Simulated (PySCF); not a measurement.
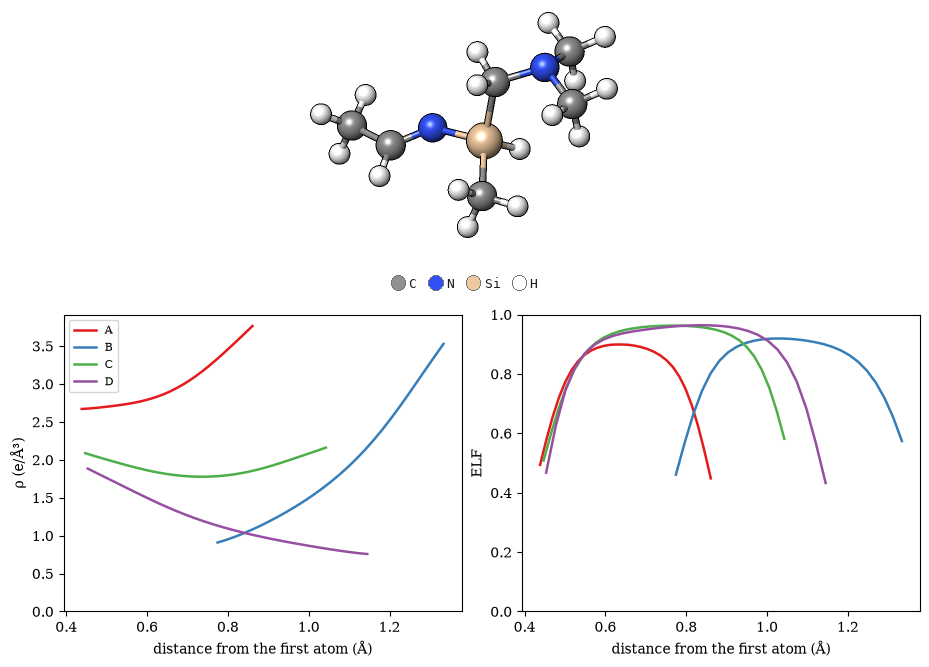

*C₆H₁₆N₂Si. Total electron density and ELF along straight lines between neighbouring atoms. The curves leave out the atomic cores. The structure is drawn too.*

Geometry: GFN2-xTB.

The calculation used PySCF 2.14.0, PBE0/pcSseg-1, SCF density, gas phase, non-relativistic.

Input

```
{"job": {"kind": "nmr", "xc": "PBE0", "basis": "pcSseg-1"}, "charge": 0, "multiplicity": 1}
C      4.150678     0.658250     0.132010
C      2.923461    -0.164442     0.319595
N      1.793294     0.353479     0.466554
Si     0.208564    -0.284324     0.672172
C      0.061217    -2.177921     0.854063
C     -0.715155     0.338378    -0.901528
N     -2.120066     0.678319    -0.774423
C     -2.915934    -0.425444    -0.294834
C     -2.338902     1.868870     0.011431
H      4.634047     0.388579    -0.805972
H      4.854524     0.454082     0.937633
H      3.898389     1.714304     0.125985
H      3.092315    -1.250996     0.319467
H     -0.213767     0.367591     1.918210
H      0.281761    -2.688239    -0.080593
H     -0.926762    -2.495706     1.172696
H      0.770881    -2.535470     1.595589
H     -0.643321    -0.419156    -1.688383
H     -0.203587     1.226469    -1.276895
H     -2.704556    -0.677464     0.756165
H     -3.971649    -0.167612    -0.382175
H     -2.719971    -1.301531    -0.910820
H     -1.753302     2.685164    -0.407406
H     -2.058191     1.744204     1.067656
H     -3.394904     2.134762    -0.038373
```

Command:

```sh
OMP_NUM_THREADS=1 python probes_run.py task.json out
```

### Which curve belongs to which contact (C–C, C–N, C–Si and Si–N)? The first atom named is at distance zero.

Curve A: C–N (1.25 Å): the density is about 2.8 e/Å³ at the midpoint; the ELF peaks at about 0.90 between the atoms (a multiple bond). Curve B: Si–N (1.72 Å): ρ is about 1.1 e/Å³ halfway; the ELF peaks at about 0.90 between the atoms; a shared but strongly polarised pair. Curve C: C–C (1.49 Å): ρ at the midpoint is about 1.8 e/Å³; the ELF peaks at about 0.95 between the atoms (a covalent bond). Curve D: C–Si (1.91 Å): ρ is about 0.91 e/Å³ halfway; the ELF peaks at about 0.95 between the atoms; a covalent bond.
